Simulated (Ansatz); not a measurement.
Consider H5OSi2 (SMILES [SiH2+]O[SiH3]) (charge +1).

```xyz
8

O    -2.5191    1.0221    1.6261
Si   -2.7690    0.9335    3.1842
Si   -2.4262    1.2156   -0.1348
H    -1.7237    0.2972    4.0226
H    -4.0285    1.4852    3.7435
H    -1.2020    2.0373   -0.3263
H    -2.3117   -0.1821   -0.6287
H    -3.6894    1.8995   -0.5186
```

Geometry: BLYP-D3(BJ)/def2-SVP.

The calculation used isolated molecule in a Gaussian basis; Kohn-Sham density functional theory, functional PBE0 (Ansatz).

Predict the electron density and electron localisation function between the atoms.

Answer. Si–O (1.58 Å): the density is about 1.3 e/Å³ at the midpoint; the ELF peaks at about 0.85 between the atoms, as expected for a polar covalent bond.
Si–H (1.48 Å): ρ is about 0.88 e/Å³ halfway; the ELF climbs to about 1 towards the hydrogen, as it does in any bond to H.
Si–O (1.77 Å): ρ is about 0.81 e/Å³ halfway; the ELF peaks at about 0.90 between the atoms, as expected for a polar covalent bond.

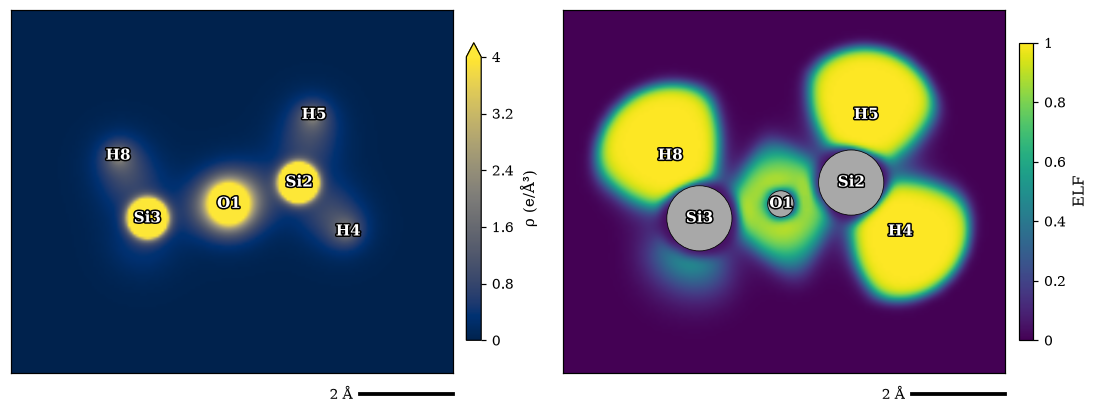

Computed electron density and electron localisation function on the plane of atoms O1, Si3 and H8, in this order. Grey discs cover the atomic cores in the ELF map. 
